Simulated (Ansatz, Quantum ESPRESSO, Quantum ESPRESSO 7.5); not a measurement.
## Ag(100), 5 layers against a metal electrode

Wanted: the capacitance of Ag(100), 5 layers by the effective screening medium.

Calculated with Quantum ESPRESSO 7.5; plane-wave DFT, PBE, GBRV ultrasoft pseudopotentials (geometry by Ansatz 0.2.0 with PAW datasets; geometry under PBE).

**What experiment says.**

For Ag (clean (100) face), “Anisotropic work function of elemental crystals” (2019, arxiv:1902.07811) quotes earlier work: work function (clean (100) face) 4.36 eV.

### Step 1. Starting point

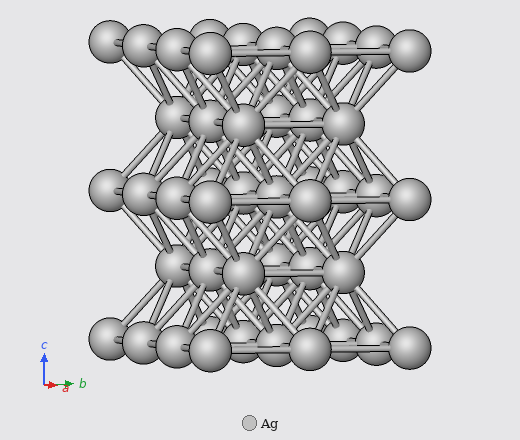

The cell as given, from the side, with the c axis up (silver light grey). 3×2×1 cells are drawn. Some periodic images of atoms are drawn too.

The cell holds 5 atoms: 5 Ag. Cell: a = 2.892 Å, b = 2.892 Å, c = 23.180 Å, α = 90.0°, β = 90.0°, γ = 90.0°. It derives from Ag. Vacuum lies along c.

### Step 2. Relaxation with Ansatz

A relaxation in Ansatz fixes the structure of this slab for the runs on it.

input.yaml

```yaml
crystal:
  lattice:
    - [2.8920667351, 0.0, 0.0]
    - [0.0, 2.8920667351, 0.0]
    - [0.0, 0.0, 23.18]
  atoms:
    - { symbol: Ag, position: [0.0, 0.0, 0.3235547886] }
    - { symbol: Ag, position: [0.5, 0.5, 0.4117773943] }
    - { symbol: Ag, position: [0.0, 0.0, 0.5] }
    - { symbol: Ag, position: [0.5, 0.5, 0.5882226057] }
    - { symbol: Ag, position: [0.0, 0.0, 0.6764452114] }
kpoints:
  mp_grid: { grid: [8, 8, 1] }
hamiltonian:
  xc: pbe
scf:
  occupations: { method: fermi_dirac, width: 0.1 }
  convergence: { dr2_threshold: 1.0e-08 }
efield:
  axis: 3
  dipole_correction: true
  ramp_position: 0.97
  ramp_width: 0.04
relax:
  f_tol: 0.01
  constraints: [{ sites: [0, 1, 2] }]
output:
  write_potential: true
  write_density: true
  volumetric_format: npy
```

On the command line:

```bash
$ ansatz run input.yaml --threads 4 --pin off --max-ram 8192MiB --backend cpu --events-out ev --progress --plain --runs-dir out
```

Numbers of over 12 decimals in the logs are rounded to 6 here.

Output:

```text
Engine: ansatz 0.2.0, aarch64-unknown-linux-gnu
Pseudopotentials: kind: paw
Pseudopotential: Ag, paw, valence charge 19, recommended cutoff 420 eV (normal), Ag.paw.azcp
Functional definition: PBE
  parameter kappa = 0.804
  parameter beta = 0.066725
  exchange = pbe_x(kappa = kappa, mu = beta*pi^2/3)
  correlation = pbe_c(beta = beta)
Crystal: 5 atoms, lattice volume = 193.879 Å³
Basis set: ecut = 420 eV, 3769 PW (Γ), exchange–correlation on 40×40×320 points (8 copies of the dense FFT grid, shifted against one another)
Bands: 57, of which v1, the nominal top of the filled ones, is band 48 counted from 1 (47 counted from 0)
Symmetry: 8 space group operations
k-points: 15 of 64
Non-local potential: Ag, projectors of the file, l = 0: 3, l = 1: 2, l = 2: 2, l = 3: 1
PAW form: soft (Blöchl's): semilocal exchange-correlation on the pseudo side does not see the compensation charge
PAW one-centre angular grid: Ag, 590 points (default); XC on 64 Gauss nodes
Initial density: superposition of atomic densities (neutral atoms: chi_scale 0, normalization atom), corrected by the library's trained network
Initial wavefunctions: pseudopotential atomic-orbital guess
Functional: x = pbe(κ = 0.804, μ = 0.219515), c = pbe(β = 0.066725)
SCF iter   1: F=—  HF=-37951.880812 eV  |F-HF|=—  |Δ(HF+E_count)|=         —  Δρ=1.08e-3  dr2=4.86e-3  ethr=1.77e-3  p=0.000 e·Å  D=2.31e-4 V/Å  ΔV_dip=-0.01 eV  dr2_dipole=1.11e-5  V_vac-E_F(+/−)=4.20/4.21 eV  ⟨swp⟩=7.7  Hψ=3497  notcnv=0  defer=12
efield: sawtooth ramp at fractional position 0.9700 (set: `efield.ramp_position`, or a place that a band, a saddle search or an elastic batch's reference lends), width 0.0400; the density the first Hamiltonian is built on has a dipole p = 0.000 e·Å; the dipole correction subtracts the counter field D = 2.31e-4 V/Å, which shifts the + side's vacuum level by -0.01 eV against the − side's; the planar-averaged density in the ramp window peaks in size at 7.9e-6 e/Å³
preconditioner: auto → LDOS  [metal: Δε(μ)=0.187 eV  Ē_g=9.165 eV  σ=0.100 eV  W_gap=0.43  n_scr=44 (ndim 8)  ℏωp=19.8 eV  f_vac=0.515  D(μ)=1.40/eV (n_scr^D=8)  β→1.0]
SCF iter   2: F=—  HF=-37951.885847 eV  |F-HF|=—  |Δ(HF+E_count)|=   5.04e-3  Δρ=9.98e-4  dr2=3.19e-3  ethr=5.12e-6  p=0.000 e·Å  D=2.82e-5 V/Å  ΔV_dip=-0.00 eV  dr2_dipole=2.71e-7  V_vac-E_F(+/−)=4.25/4.25 eV  ⟨swp⟩=2.9  Hψ=1936  notcnv=0  defer=25
SCF iter   3: F=—  HF=-37951.885172 eV  |F-HF|=—  |Δ(HF+E_count)|=   6.75e-4  Δρ=2.54e-4  dr2=1.59e-4  ethr=3.36e-6  p=0.000 e·Å  D=3.41e-5 V/Å  ΔV_dip=-0.00 eV  dr2_dipole=4.06e-8  V_vac-E_F(+/−)=4.24/4.24 eV  ⟨swp⟩=2.0  Hψ=1255  notcnv=0  defer=25
SCF iter   4: F=—  HF=-37951.885177 eV  |F-HF|=—  |Δ(HF+E_count)|=   4.85e-6  Δρ=7.40e-5  dr2=1.05e-5  ethr=1.68e-7  p=0.000 e·Å  D=1.64e-5 V/Å  ΔV_dip=-0.00 eV  dr2_dipole=1.05e-8  V_vac-E_F(+/−)=4.25/4.25 eV  ⟨swp⟩=2.9  Hψ=1609  notcnv=0  defer=25
SCF iter   5: F=—  HF=-37951.885211 eV  |F-HF|=—  |Δ(HF+E_count)|=   3.37e-5  Δρ=2.06e-5  dr2=6.95e-7  ethr=1.11e-8  p=0.000 e·Å  D=6.99e-6 V/Å  ΔV_dip=-0.00 eV  dr2_dipole=1.04e-9  V_vac-E_F(+/−)=4.25/4.25 eV  ⟨swp⟩=2.4  Hψ=1421  notcnv=0  defer=25
SCF iter   6: F=—  HF=-37951.885195 eV  |F-HF|=—  |Δ(HF+E_count)|=   1.54e-5  Δρ=5.65e-6  dr2=7.40e-8  ethr=7.31e-10  p=0.000 e·Å  D=2.52e-6 V/Å  ΔV_dip=-0.00 eV  dr2_dipole=7.61e-12  V_vac-E_F(+/−)=4.25/4.25 eV  ⟨swp⟩=2.1  Hψ=1208  notcnv=0  defer=25
SCF iter   7: F=—  HF=-37951.885195 eV  |F-HF|=—  |Δ(HF+E_count)|=   6.80e-8  Δρ=2.88e-6  dr2=1.66e-8  ethr=1.05e-11  p=0.000 e·Å  D=8.79e-7 V/Å  ΔV_dip=-0.00 eV  dr2_dipole=6.41e-13  V_vac-E_F(+/−)=4.25/4.25 eV  ⟨swp⟩=9.0  Hψ=5472  notcnv=0
SCF iter   8: F=-37951.885195 eV  HF=-37951.885195 eV  |F-HF|=1.98e-9  |Δ(HF+E_count)|=   2.87e-9  Δρ=5.01e-7  dr2=3.31e-10  ethr=1.05e-11  p=0.000 e·Å  D=3.60e-7 V/Å  ΔV_dip=-0.00 eV  dr2_dipole=6.67e-13  V_vac-E_F(+/−)=4.25/4.25 eV  ⟨swp⟩=8.1  Hψ=5000  notcnv=0
SCF 1 converged in 8 iterations: F = -37951.885195 eV  dr2 = 3.31e-10
  greatest PAW one-centre occupation: 1.000 electrons in one spin orbital (limit 2), on the Ag atom at site 2 (counted from 0), in its partial waves of l = 0
relax step   1: F+E_penalty+E_count = -37951.88519533 eV  Δ(F+E_penalty+E_count) = +0.000e0 eV  max|allowed force component| = 1.051e-1 eV/Å  Δτ_max = 0.0000 Å  (8 SCF iters, accepted)
Initial density: handed on by an earlier stage of this run
Initial wavefunctions: those handed on with the density
iter 1 solved again at ethr=2.90e-5 eV; its pass at ethr=3.10e-3 eV (dr2=2.75e-2 eV) is discarded
SCF iter   1: F=—  HF=-37951.899750 eV  |F-HF|=—  |Δ(HF+E_count)|=         —  Δρ=3.59e-3  dr2=2.41e-2  ethr=2.90e-5  p=0.000 e·Å  D=1.59e-6 V/Å  ΔV_dip=-0.00 eV  dr2_dipole=5.68e-5  V_vac-E_F(+/−)=4.26/4.26 eV  ⟨swp⟩=2.0  Hψ=3368  notcnv=0  defer=35
efield: sawtooth ramp at fractional position 0.9700 (set: `efield.ramp_position`, or a place that a band, a saddle search or an elastic batch's reference lends), width 0.0400; the density the first Hamiltonian is built on has a dipole p = 0.000 e·Å; the dipole correction subtracts the counter field D = 1.59e-6 V/Å, which shifts the + side's vacuum level by -0.00 eV against the − side's; the planar-averaged density in the ramp window peaks in size at 1.6e-6 e/Å³
preconditioner: auto → LDOS  [metal: Δε(μ)=0.077 eV  Ē_g=9.089 eV  σ=0.100 eV  W_gap=0.19  n_scr=44 (ndim 8)  ℏωp=19.8 eV  f_vac=0.509  D(μ)=1.58/eV (n_scr^D=8)  β→1.0]
SCF iter   2: F=—  HF=-37951.897985 eV  |F-HF|=—  |Δ(HF+E_count)|=   1.76e-3  Δρ=2.98e-3  dr2=2.90e-2  ethr=2.54e-5  p=0.003 e·Å  D=2.56e-3 V/Å  ΔV_dip=-0.06 eV  dr2_dipole=4.31e-3  V_vac-E_F(+/−)=4.21/4.27 eV  ⟨swp⟩=2.0  Hψ=1509  notcnv=0  defer=35
SCF iter   3: F=—  HF=-37951.891649 eV  |F-HF|=—  |Δ(HF+E_count)|=   6.34e-3  Δρ=6.01e-4  dr2=1.11e-3  ethr=2.54e-5  p=0.000 e·Å  D=3.07e-4 V/Å  ΔV_dip=-0.01 eV  dr2_dipole=2.05e-4  V_vac-E_F(+/−)=4.26/4.27 eV  ⟨swp⟩=2.0  Hψ=1335  notcnv=0  defer=35
SCF iter   4: F=—  HF=-37951.891707 eV  |F-HF|=—  |Δ(HF+E_count)|=   5.79e-5  Δρ=5.76e-4  dr2=6.30e-4  ethr=1.16e-6  p=0.000 e·Å  D=4.05e-4 V/Å  ΔV_dip=-0.01 eV  dr2_dipole=6.09e-7  V_vac-E_F(+/−)=4.26/4.27 eV  ⟨swp⟩=2.2  Hψ=1509  notcnv=0  defer=35
SCF iter   5: F=—  HF=-37951.891559 eV  |F-HF|=—  |Δ(HF+E_count)|=   1.48e-4  Δρ=3.43e-5  dr2=2.83e-6  ethr=6.63e-7  p=0.000 e·Å  D=1.04e-4 V/Å  ΔV_dip=-0.00 eV  dr2_dipole=1.77e-7  V_vac-E_F(+/−)=4.26/4.27 eV  ⟨swp⟩=2.0  Hψ=1464  notcnv=0  defer=35
SCF iter   6: F=—  HF=-37951.891579 eV  |F-HF|=—  |Δ(HF+E_count)|=   2.04e-5  Δρ=1.30e-5  dr2=3.22e-7  ethr=2.98e-9  p=0.000 e·Å  D=6.78e-5 V/Å  ΔV_dip=-0.00 eV  dr2_dipole=2.57e-8  V_vac-E_F(+/−)=4.26/4.27 eV  ⟨swp⟩=2.7  Hψ=1375  notcnv=0  defer=36
SCF iter   7: F=—  HF=-37951.891579 eV  |F-HF|=—  |Δ(HF+E_count)|=   1.47e-7  Δρ=3.86e-6  dr2=3.43e-8  ethr=3.39e-10  p=0.000 e·Å  D=5.41e-5 V/Å  ΔV_dip=-0.00 eV  dr2_dipole=7.77e-10  V_vac-E_F(+/−)=4.26/4.27 eV  ⟨swp⟩=2.0  Hψ=1233  notcnv=0  defer=36
SCF iter   8: F=-37951.891579 eV  HF=-37951.891579 eV  |F-HF|=5.83e-9  |Δ(HF+E_count)|=   1.55e-8  Δρ=1.44e-6  dr2=4.36e-9  ethr=1.05e-11  p=0.000 e·Å  D=4.77e-5 V/Å  ΔV_dip=-0.00 eV  dr2_dipole=7.76e-10  V_vac-E_F(+/−)=4.26/4.27 eV  ⟨swp⟩=8.9  Hψ=5202  notcnv=0
SCF 2 converged in 8 iterations: F = -37951.891579 eV  dr2 = 4.36e-9
relax step   2: F+E_penalty+E_count = -37951.89157945 eV  Δ(F+E_penalty+E_count) = -6.384e-3 eV  max|allowed force component| = 7.917e-2 eV/Å  Δτ_max = 0.1552 Å  (8 SCF iters, accepted)
SCF iter   1: F=—  HF=-37951.895151 eV  |F-HF|=—  |Δ(HF+E_count)|=         —  Δρ=1.34e-3  dr2=3.54e-3  ethr=3.47e-5  p=0.000 e·Å  D=4.74e-5 V/Å  ΔV_dip=-0.00 eV  dr2_dipole=2.68e-5  V_vac-E_F(+/−)=4.26/4.26 eV  ⟨swp⟩=4.7  Hψ=2126  notcnv=0  defer=40
efield: sawtooth ramp at fractional position 0.9700 (set: `efield.ramp_position`, or a place that a band, a saddle search or an elastic batch's reference lends), width 0.0400; the density the first Hamiltonian is built on has a dipole p = 0.000 e·Å; the dipole correction subtracts the counter field D = 4.74e-5 V/Å, which shifts the + side's vacuum level by -0.00 eV against the − side's; the planar-averaged density in the ramp window peaks in size at 7.3e-7 e/Å³
preconditioner: auto → LDOS  [metal: Δε(μ)=0.129 eV  Ē_g=9.112 eV  σ=0.100 eV  W_gap=0.31  n_scr=44 (ndim 8)  ℏωp=19.8 eV  f_vac=0.511  D(μ)=1.51/eV (n_scr^D=8)  β→1.0]
SCF iter   2: F=—  HF=-37951.894959 eV  |F-HF|=—  |Δ(HF+E_count)|=   1.92e-4  Δρ=1.23e-3  dr2=4.20e-3  ethr=3.73e-6  p=-0.001 e·Å  D=-9.85e-4 V/Å  ΔV_dip=0.02 eV  dr2_dipole=1.92e-4  V_vac-E_F(+/−)=4.29/4.26 eV  ⟨swp⟩=2.3  Hψ=1643  notcnv=0  defer=40
SCF iter   3: F=—  HF=-37951.893971 eV  |F-HF|=—  |Δ(HF+E_count)|=   9.88e-4  Δρ=2.82e-4  dr2=1.53e-4  ethr=3.73e-6  p=0.000 e·Å  D=6.05e-6 V/Å  ΔV_dip=-0.00 eV  dr2_dipole=2.75e-6  V_vac-E_F(+/−)=4.26/4.26 eV  ⟨swp⟩=2.0  Hψ=1322  notcnv=0  defer=40
SCF iter   4: F=—  HF=-37951.893959 eV  |F-HF|=—  |Δ(HF+E_count)|=   1.20e-5  Δρ=1.72e-4  dr2=5.45e-5  ethr=1.61e-7  p=-0.000 e·Å  D=-1.13e-4 V/Å  ΔV_dip=0.00 eV  dr2_dipole=6.10e-9  V_vac-E_F(+/−)=4.26/4.26 eV  ⟨swp⟩=2.7  Hψ=1554  notcnv=0  defer=40
SCF iter   5: F=—  HF=-37951.893979 eV  |F-HF|=—  |Δ(HF+E_count)|=   2.00e-5  Δρ=7.25e-5  dr2=1.05e-5  ethr=5.74e-8  p=-0.000 e·Å  D=-7.21e-5 V/Å  ΔV_dip=0.00 eV  dr2_dipole=9.53e-8  V_vac-E_F(+/−)=4.26/4.26 eV  ⟨swp⟩=2.1  Hψ=1159  notcnv=0  defer=40
SCF iter   6: F=—  HF=-37951.893980 eV  |F-HF|=—  |Δ(HF+E_count)|=   1.55e-6  Δρ=2.09e-5  dr2=8.81e-7  ethr=1.11e-8  p=-0.000 e·Å  D=-3.01e-5 V/Å  ΔV_dip=0.00 eV  dr2_dipole=7.22e-8  V_vac-E_F(+/−)=4.26/4.26 eV  ⟨swp⟩=2.0  Hψ=1340  notcnv=0  defer=40
SCF iter   7: F=—  HF=-37951.893954 eV  |F-HF|=—  |Δ(HF+E_count)|=   2.65e-5  Δρ=4.52e-6  dr2=6.17e-8  ethr=9.27e-10  p=-0.000 e·Å  D=-1.90e-5 V/Å  ΔV_dip=0.00 eV  dr2_dipole=1.83e-8  V_vac-E_F(+/−)=4.26/4.26 eV  ⟨swp⟩=2.0  Hψ=1401  notcnv=0  defer=40
SCF iter   8: F=-37951.893954 eV  HF=-37951.893954 eV  |F-HF|=7.84e-9  |Δ(HF+E_count)|=   8.53e-9  Δρ=2.07e-6  dr2=9.35e-9  ethr=1.05e-11  p=-0.000 e·Å  D=-1.19e-5 V/Å  ΔV_dip=0.00 eV  dr2_dipole=3.83e-10  V_vac-E_F(+/−)=4.26/4.26 eV  ⟨swp⟩=9.1  Hψ=5450  notcnv=0
SCF 3 converged in 8 iterations: F = -37951.893954 eV  dr2 = 9.35e-9
relax step   3: F+E_penalty+E_count = -37951.89395380 eV  Δ(F+E_penalty+E_count) = -2.374e-3 eV  max|allowed force component| = 3.669e-3 eV/Å  Δτ_max = 0.0547 Å  (8 SCF iters, accepted)
NSCF: frozen V_eff on 15 k-points
the band table was solved once a step of the walk had ended and its energy, with any forces and stress, was formed, with the checks that follow a solve (4191 applications of the Hamiltonian). They found nothing against the state; the energy, forces and stress were not computed again (output.eigenvalues in the input reference)
WARN: The output density's exchange-correlation potential varies sharply where the density is thin. Do not read a vacuum level from v_tot or v_xc, or from such a field of the output density. On a cell that repeats whose density bears no net charge and no dipole along the vacuum's axis use v_es (v_loc + v_h of the components); under efield.dipole_correction with no amplitude use v_es + v_field, which holds any externa [...]
SCF converged after 8 iterations
Free energy (F): -37951.893954 eV
Harris-Foulkes:  -37951.893954 eV  (|F-HF|=7.84e-9)
Internal energy: -37951.845758 eV  (E = F + TS)
E sigma→0 (E₀):  -37951.869856 eV
Entropy (-TS):   -0.048196 eV (-9.639 meV/atom)
Fermi energy:    5.269590 eV
Dipole field:    D = -0.000039 V/Å  (p = -0.000041 e·Å, saw-weighted, corrected)
Work function:   Φ+ = 4.2608 eV   Φ− = 4.2599 eV
Levels:          The Fermi level and band energies are counted from a zero that moves with the ramp; work functions are not
--- Per-component energies (eV) ---
  E_band       = -2303.648641
  E_kinetic    = 2636.208511
  E_local      = -129243.941223  (includes V_loc(G=0)·N_el)
  E_nonlocal   = 401.166749
  E_hartree    = 63567.550400
  E_xc         = -922.640565
  E_vxc        = -1172.030254  (∫ρ·V_xc dr)
  E_paw        = -19511.507930  (= ΣΔE_a)
  E_vpaw       = -2060.157789  (= ΣTr[D̂ρ^β])
  E_aug_tail   = 0.001631  (compensation charges beyond the density's cutoff)
  E_efield     = 0.000000  (sawtooth field / dipole correction)
  E_vefield    = 0.000973  (∫n·V_field dr)
  E_ewald      = 45121.316670
  E_smearing   = -0.048196  (= −TS)
  E_closure    = 0.000000  (closes the sum)
  Σ components = -37951.893954   (vs F -37951.893954, Δ=0.00e0)
--- Forces (eV/Å), atoms counted from 1 ---
  atom   1  Ag     0.00000000     0.00000000    -0.10870443
  atom   2  Ag     0.00000000     0.00000000    -0.09558023
  atom   3  Ag     0.00000000     0.00000000     0.19740500
  atom   4  Ag     0.00000000     0.00000000     0.00366852
  atom   5  Ag     0.00000000     0.00000000     0.00319051
  max |Σ_I F_I| component: 2.06e-5 eV/Å
--- Band table (eV; the first three rows and the last of 15) ---
  k-point 0: bands = [... 44 lower, 2.2625, 2.3250, 2.4385, 2.4385, 3.3471, 5.4025, 6.5873, 9.2632, ... 5 higher]
  k-point 1: bands = [... 44 lower, 2.1746, 2.3060, 2.3382, 2.4478, 3.8876, 5.8789, 7.2089, 9.5385, ... 5 higher]
  k-point 2: bands = [... 44 lower, 2.1543, 2.3447, 2.3664, 3.0116, 4.9084, 7.0012, 8.6318, 10.3586, ... 5 higher]
  k-point 14: bands = [... 44 lower, 2.7741, 7.5571, 7.5571, 8.9849, 8.9849, 10.8948, 10.8948, 12.0594, ... 5 higher]
--- Relaxed structure (3 steps of the walk, 3 accepted, 0 SCFs on fresh bases) ---
  F+E_penalty+E_count = -37951.89395380 eV   max|allowed force component| = 3.669e-3 eV/Å
  atoms:
    - { symbol: Ag, position: [0.0, 0.0, 0.323555] }
    - { symbol: Ag, position: [0.500000, 0.500000, 0.411777] }
    - { symbol: Ag, position: [0.0, 0.0, 0.500000] }
    - { symbol: Ag, position: [0.500000, 0.500000, 0.591097] }
    - { symbol: Ag, position: [0, 0.0, 0.680783] }
```

It took 10 s on 4 threads of Arm Neoverse V2, shared host; peak memory 0.55 GiB.

Step by step:

| step | energy less that of the first step (eV) | largest force component (eV/Å) |
| --- | --- | --- |
| 1 | 0.0000 | 0.1051 |
| 2 | -0.0064 | 0.0792 |
| 3 | -0.0088 | 0.0037 |

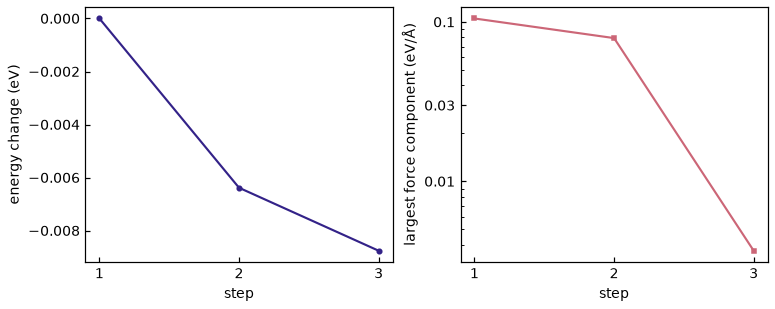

Energy and largest force along the relaxation.

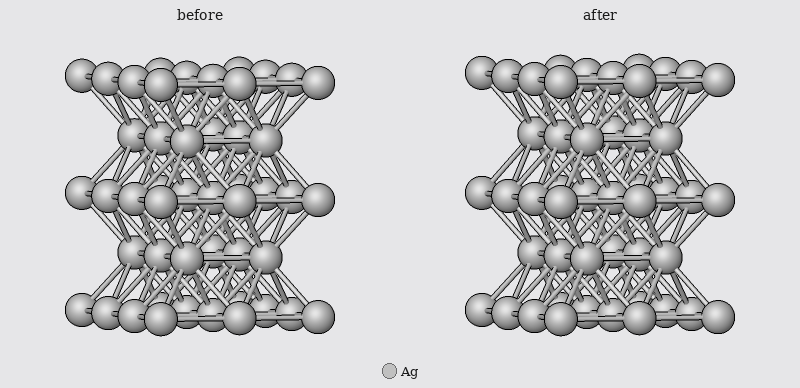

The structure before and after the relaxation, drawn at the same scale.

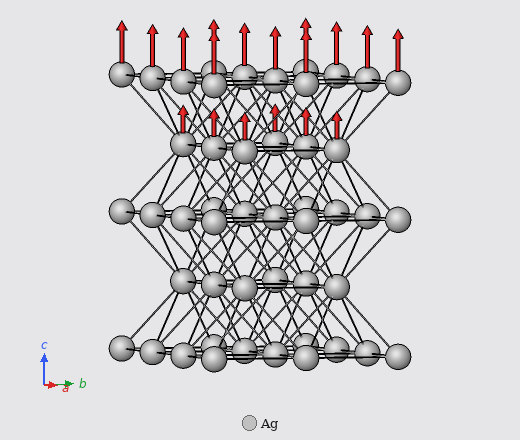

Displacements in the relaxation, exaggerated; the longest in the cell stands for 0.10 Å. 3×2×1 cells are drawn. Some periodic images of atoms are drawn too.

The atoms that moved most (Å):

| atom | dx | dy | dz | length |
| --- | --- | --- | --- | --- |
| Ag5 | 0.000 | 0.000 | 0.101 | 0.101 |
| Ag4 | 0.000 | 0.000 | 0.067 | 0.067 |

The relaxation lowers the energy by 2 meV an atom. Held were the atoms numbered 1, 2 and 3; the forces quoted are those on the free ones.

Read from the output:

```
free energy                     : -37951.8940 eV
energy at zero smearing         : -37951.8699 eV
smearing term TS                : 0.04820 eV
Fermi energy                    : 5.270 eV
symmetry operations             : 8
work function of the upper face : 4.261 eV
work function of the lower face : 4.260 eV
dipole along the normal         : -4.14e-5 e·Å
```

[end of part 1 of 6]

[Logs are printed without paths, hosts, clocks, repeated set-up lines and the standing remarks that a program may print on its own settings, such as how far it seeks lower states.]

[Hosts, paths, dates, database ids (printed as entryN), source tags and the programs' standing remarks are cut or masked in the printed files.]

[Maps of the electrostatic potential energy from Ansatz leave out the sawtooth potential of an applied field or a dipole correction, so their vacuum need not be flat; planar profiles and work functions include it.]
